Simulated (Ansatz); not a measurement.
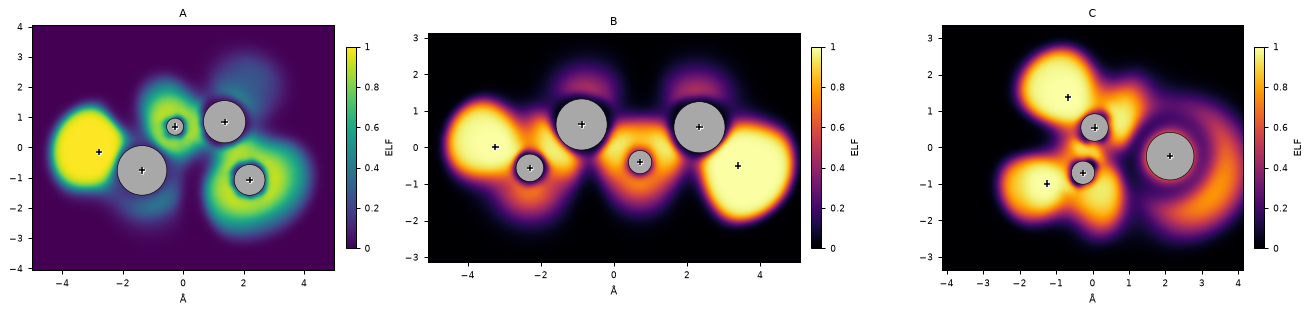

The electron localisation function of 3 systems, each on a plane through atoms (crosses mark nuclei in the plane; grey discs cover the cores).

Computed with isolated molecule in a Gaussian basis; Kohn-Sham density functional theory, functional PBE0 in Ansatz.

System 1: CH2NSn (SMILES [CH]1=[Sn][NH]1) (doublet), the molecular plane. Geometry: B3LYP-D3(BJ)/def2-SVP; core potentials replace the inner electrons of Sn.

```xyz
5

C    -2.2938   -0.8841    1.8181
N    -1.1610   -1.1309    1.2786
Sn   -3.0858   -2.0134    0.0821
H    -2.4198   -0.3138    2.7591
H    -0.2847   -0.8032    1.7030
```

System 2: CH10NSi2 (SMILES C[SiH2][NH2+][SiH3]) (charge +1), the plane of atoms Si3, C1 and H7. Geometry: PBE0-D3(BJ)/def2-SVP.

```xyz
14

C     0.9653    2.9008   -1.6163
N    -0.8646    0.5051   -1.7831
Si    0.9284    1.0967   -2.0144
Si   -1.2091   -1.3145   -2.1263
H     0.3247    3.4872   -2.2927
H     0.6740    3.1007   -0.5737
H     1.9982    3.2654   -1.7441
H     1.1706    0.7409   -3.4338
H     1.6509    0.2094   -1.0705
H    -1.4787    1.0763   -2.3789
H    -1.1611    0.7227   -0.8223
H    -0.8195   -1.4777   -3.5453
H    -0.3298   -2.0192   -1.1659
H    -2.6580   -1.4745   -1.8645
```

System 3: ClGeH5O2Si, the plane of atoms O4, Ge2 and H10. Geometry: PBE-D3(BJ)/def2-SVP.

```xyz
10

Cl   -0.3462    2.7008    0.6608
Ge    1.4056   -0.2352    1.6961
O    -2.3091    0.5823   -0.4726
O    -0.3513   -0.2710    1.2519
Si   -1.4388    0.9247    0.8991
H    -1.7864    0.3727   -1.2668
H    -2.4476    1.1214    1.9719
H     2.2176    0.2008    0.4509
H     1.6053    0.7436    2.8797
H     1.7183   -1.6957    2.0961
```

### Match each panel to its system.

Panel A is system 3, ClGeH5O2Si: the plane holds Cl, Ge, O, Si and H. Si–O (1.65 Å): the ELF peaks at about 0.85 between the atoms; a polar covalent bond. Panel B is system 2, CH10NSi2: the plane holds C, N, Si and H. C–Si (1.85 Å): the ELF peaks at about 0.95 between the atoms: a shared electron pair. Panel C is system 1, CH2NSn: the plane holds C, N, Sn and H. C–N (1.28 Å): the ELF peaks at about 0.90 between the atoms; localised, covalent bonding.
